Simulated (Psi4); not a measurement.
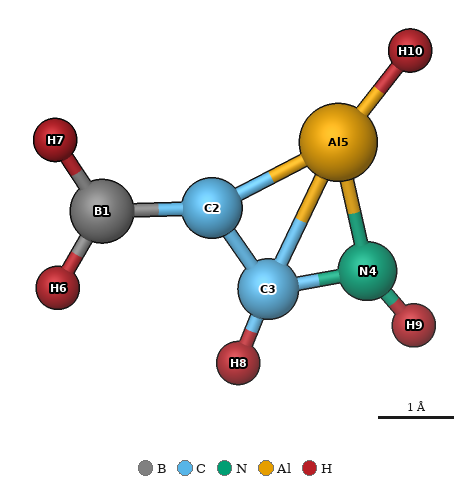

**Figure 1.** The structure as given in the input (ball-and-stick view, seen at a tilt; atoms are numbered from 1 in the order of the input). Sticks mark near contacts.

**Single-point calculation, with input and output: C2H5AlBN**

C2H5AlBN, computed with B3LYP/def2-SVPD, RKS (Psi4 1.11).

The geometry comes from this level: PBE0-D4/def2-TZVP.

### Input (calc.in)
```
memory 1600 mb

molecule {
  B     -1.253000     0.576700    -1.418700
  C     -0.143800     0.242800    -0.478800
  C     -0.315000    -0.471300     0.702300
  N      0.820900    -0.673500     1.422800
  Al     1.688500     0.264900     0.080500
  H     -2.375700     0.217000    -1.161700
  H     -1.076200     1.195400    -2.432600
  H     -1.273000    -0.859200     1.061700
  H      0.792000    -1.179400     2.289700
  H      3.218400     0.635500    -0.062200
  symmetry c1
}

set basis def2-SVPD
set scf_type df
set guess huckel

energy('b3lyp')
```

Hardware: 1 thread of Intel Xeon (Granite Rapids), 16 GiB of memory available, shared host.

Run as:
```bash
psi4 -n 1 calc.in calc.out
```

### Log
```
Psi4 1.11 release

   => Loading Basis Set <=

    Name: DEF2-SVPD
    Role: ORBITAL
    Keyword: BASIS

         ---------------------------------------------------------
                                   SCF
                              RKS Reference
                        1 Threads,   1525 MiB Core
         ---------------------------------------------------------

  ==> Geometry <==

    Molecular point group: c1
    Full point group: C1

    Geometry (in Angstrom), charge = 0, multiplicity = 1:

       Center              X                  Y                   Z               Mass
    ------------   -----------------  -----------------  -----------------  -----------------
         B           -1.710012340400     0.560252655333    -1.527929497990    11.009305360000
         C           -0.600812340400     0.226352655333    -0.588029497990    12.000000000000
         C           -0.772012340400    -0.487747344667     0.593070502010    12.000000000000
         N            0.363887659600    -0.689947344667     1.313570502010    14.003074004430
         AL           1.231487659600     0.248452655333    -0.028729497990    26.981538530000
         H           -2.832712340400     0.200552655333    -1.270929497990     1.007825032230
         H           -1.533212340400     1.178952655333    -2.541829497990     1.007825032230
         H           -1.730012340400    -0.875647344667     0.952470502010     1.007825032230
         H            0.334987659600    -1.195847344667     2.180470502010     1.007825032230
         H            2.761387659600     0.619052655333    -0.171429497990     1.007825032230

  Running in c1 symmetry.

  Rotational constants: A =      0.27148  B =      0.12300  C =      0.08465 [cm^-1]
  Rotational constants: A =   8138.66958  B =   3687.45030  C =   2537.68268 [MHz]
  Nuclear repulsion =  179.735632981371566

  Charge       = 0
  Multiplicity = 1
  Electrons    = 42
  Nalpha       = 21
  Nbeta        = 21

  ==> Algorithm <==

  SCF Algorithm Type is DF.
  DIIS enabled.
  MOM disabled.
  Fractional occupation disabled.
  Guess Type is HUCKEL.
  Energy threshold   = 1.00e-06
  Density threshold  = 1.00e-06
  Integral threshold = 1.00e-12

  ==> Primary Basis <==

  Basis Set: DEF2-SVPD
    Blend: DEF2-SVPD
    Number of shells: 62
    Number of basis functions: 144
    Number of Cartesian functions: 154
    Spherical Harmonics?: true
    Max angular momentum: 2

  ==> DFT Potential <==

   => LibXC <=

    Version 7.1.2

   => Composite Functional: B3LYP <=

    B3LYP Hyb-GGA Exchange-Correlation Functional

    Deriv               =              1
    GGA                 =           TRUE
    Meta                =          FALSE

    Exchange Hybrid     =           TRUE
    MP2 Hybrid          =          FALSE

   => Exchange Functionals <=

    0.0800   Slater exchange
    0.7200         Becke 88

   => Exact (HF) Exchange <=

    0.2000               HF

   => Correlation Functionals <=

    0.1900   Vosko, Wilk & Nusair (VWN5_RPA)
    0.8100   Lee, Yang & Parr

   => LibXC Density Thresholds  <==

    XC_HYB_GGA_XC_B3LYP:  1.00E-15

   => Molecular Quadrature <=

    Radial Scheme          =       TREUTLER
    Pruning Scheme         =           NONE
    Nuclear Scheme         =       TREUTLER

    Blocking Scheme        =         OCTREE
    BS radius alpha        =              1
    Pruning alpha          =              1
    Radial Points          =             75
    Spherical Points       =            302
    Total Points           =         216186
    Total Blocks           =           1673
    Max Points             =            256
    Max Functions          =            142
    Weights Tolerance      =       1.00E-15

   => Loading Basis Set <=

    Name: (DEF2-SVPD AUX)
    Role: JKFIT
    Keyword: DF_BASIS_SCF

  ==> Integral Setup <==

  DFHelper Memory: AOs need 0.086 GiB; user supplied 0.348 GiB.
  SCF_SUBTYPE=INCORE selected. In-core MEM_DF algorithm will be used.
  Using in-core AOs.

  ==> MemDFJK: Density-Fitted J/K Matrices <==

    J tasked:                   Yes
    K tasked:                   Yes
    wK tasked:                   No
    Memory [MiB]:               356
    Algorithm:                 Core
    Schwarz Cutoff:           1E-12
    Mask sparsity (%):       1.3214
    Fitting Condition:        1E-10

   => Auxiliary Basis Set <=

  Basis Set: (DEF2-SVPD AUX)
    Blend: DEF2-UNIVERSAL-JKFIT
    Number of shells: 168
    Number of basis functions: 520
    Number of Cartesian functions: 615
    Spherical Harmonics?: true
    Max angular momentum: 4

  Cached 100.0% of DFT collocation blocks in 0.769 [GiB].

  Minimum eigenvalue in the overlap matrix is 8.7854663182E-05.
  Reciprocal condition number of the overlap matrix is 8.6859828481E-06.
    Using symmetric orthogonalization.

  ==> Pre-Iterations <==

   -------------------------------------------------------
    Irrep   Nso     Nmo     Nalpha   Nbeta   Ndocc  Nsocc
   -------------------------------------------------------
     A        144     144      21      21      21       0
   -------------------------------------------------------
    Total     144     144      21      21      21       0
   -------------------------------------------------------

  ==> Iterations <==

                           Total Energy        Delta E     RMS |[F,P]|

   @DF-RKS iter   1:  -400.00086041253866   -4.00001e+02   1.16539e-02 DIIS/ADIIS
   @DF-RKS iter   2:  -400.46446525801980   -4.63605e-01   7.37908e-03 DIIS/ADIIS
   @DF-RKS iter   3:  -400.79787926497039   -3.33414e-01   4.64050e-03 DIIS/ADIIS
   @DF-RKS iter   4:  -401.05228594505087   -2.54407e-01   9.09223e-04 DIIS/ADIIS
   @DF-RKS iter   5:  -401.06192691017191   -9.64097e-03   4.35278e-04 DIIS/ADIIS
   @DF-RKS iter   6:  -401.06378246939158   -1.85556e-03   2.59574e-04 DIIS/ADIIS
   @DF-RKS iter   7:  -401.06444240576559   -6.59936e-04   3.38881e-05 DIIS
   @DF-RKS iter   8:  -401.06445484689954   -1.24411e-05   1.12251e-05 DIIS
   @DF-RKS iter   9:  -401.06445624136342   -1.39446e-06   3.57374e-06 DIIS
   @DF-RKS iter  10:  -401.06445638871071   -1.47347e-07   6.58050e-07 DIIS
  Energy and wave function converged.

  ==> Post-Iterations <==

   Electrons on quadrature grid:
      Ntotal   =   42.0000113577 ; deviation = 1.136e-05

    Orbital Energies [Eh]
    ---------------------

    Doubly Occupied:

       1A    -56.061524     2A    -14.339105     3A    -10.257710
       4A    -10.135468     5A     -6.715787     6A     -4.157888
       7A     -2.717873     8A     -2.712913     9A     -2.709384
      10A     -0.921966    11A     -0.716547    12A     -0.562850
      13A     -0.556560    14A     -0.452979    15A     -0.404158
      16A     -0.384002    17A     -0.374484    18A     -0.337023
      19A     -0.315882    20A     -0.260307    21A     -0.227458

    Virtual:

      22A     -0.068697    23A     -0.031330    24A     -0.007142
      25A     -0.005555    26A      0.021175    27A      0.034483
      28A      0.050614    29A      0.059318    30A      0.072348
      31A      0.095190    32A      0.100961    33A      0.105457
      34A      0.112688    35A      0.130760    36A      0.137482
      37A      0.143868    38A      0.148001    39A      0.161310
      40A      0.165938    41A      0.166904    42A      0.179098
      43A      0.202912    44A      0.217319    45A      0.243046
      46A      0.247934    47A      0.261880    48A      0.272976
      49A      0.277080    50A      0.277551    51A      0.297548
      52A      0.298864    53A      0.309895    54A      0.320205
      55A      0.329473    56A      0.340054    57A      0.344436
      58A      0.357537    59A      0.366311    60A      0.367417
      61A      0.370794    62A      0.381904    63A      0.389358
      64A      0.404204    65A      0.411776    66A      0.421324
      67A      0.421570    68A      0.438343    69A      0.443515
      70A      0.462687    71A      0.470976    72A      0.485705
      73A      0.500793    74A      0.511557    75A      0.513810
      76A      0.529507    77A      0.559338    78A      0.587781
      79A      0.595150    80A      0.622758    81A      0.626071
      82A      0.660565    83A      0.673904    84A      0.691757
      85A      0.699654    86A      0.746452    87A      0.749485
      88A      0.764312    89A      0.764709    90A      0.803968
      91A      0.868166    92A      0.893829    93A      0.926459
      94A      0.949779    95A      0.959851    96A      0.986713
      97A      1.015138    98A      1.042277    99A      1.053016
     100A      1.105674   101A      1.118639   102A      1.158477
     103A      1.189627   104A      1.199576   105A      1.277917
     106A      1.291885   107A      1.300964   108A      1.352324
     109A      1.476403   110A      1.489907   111A      1.528360
     112A      1.631309   113A      1.644278   114A      1.655893
     115A      1.691636   116A      1.724076   117A      1.733729
     118A      1.794584   119A      1.821804   120A      1.838562
     121A      1.866308   122A      1.869197   123A      1.945421
     124A      1.976373   125A      2.007882   126A      2.015044
     127A      2.130689   128A      2.157976   129A      2.181827
     130A      2.219916   131A      2.279834   132A      2.365193
     133A      2.386601   134A      2.426910   135A      2.544460
     136A      2.567230   137A      2.625257   138A      2.675646
     139A      2.721031   140A      2.784673   141A      2.997018
     142A      3.062266   143A      3.251542   144A      3.520706

    Final Occupation by Irrep:
              A
    DOCC [    21 ]
    NA   [    21 ]
    NB   [    21 ]

  @DF-RKS Final Energy:  -401.06445638871071

   => Energetics <=

    Nuclear Repulsion Energy =            179.7356329813715661
    One-Electron Energy =                -906.4436622955624898
    Two-Electron Energy =                 359.8481731847352876
    DFT Exchange-Correlation Energy =     -34.2046002592550096
    Empirical Dispersion Energy =           0.0000000000000000
    VV10 Nonlocal Energy =                  0.0000000000000000
    Total Energy =                       -401.0644563887107097

Computation Completed

Properties will be evaluated at   0.000000,   0.000000,   0.000000 [a0]

Properties computed using the SCF density matrix

 Multipole Moments:

 ------------------------------------------------------------------------------------
     Multipole            Electronic (a.u.)      Nuclear  (a.u.)        Total (a.u.)
 ------------------------------------------------------------------------------------

 L = 1.  Multiply by 2.5417464519 to convert [e a0] to [Debye]
 Dipole X            :          3.2438666           -2.3243977            0.9194689
 Dipole Y            :          0.3386591           -0.8310798           -0.4924206
 Dipole Z            :          0.4707473            0.6819286            1.1526759
 Magnitude           :                                                    1.5545298

 ------------------------------------------------------------------------------------

	total time  =          7 seconds =       0.12 minutes

    Psi4 run time: 0:00:07.21
```

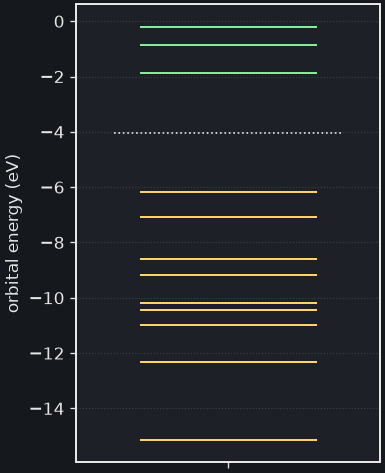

**Figure 2.** Orbital energies near the frontier; the dotted line parts filled from empty levels, and levels within 0.02 eV of each other stand side by side. Highest filled −6.19 eV, lowest empty −1.87 eV, 4.32 eV apart.

### Key numbers

| quantity | value |
| --- | --- |
| outcome | converged |
| total energy | −401.064456 hartree |
| basis functions | 144 |
| HOMO | −6.19 eV |
| LUMO | −1.87 eV |
| dipole moment | 3.95 D |
| wall time | 8.1 s |
| peak memory | 1.1 GiB |
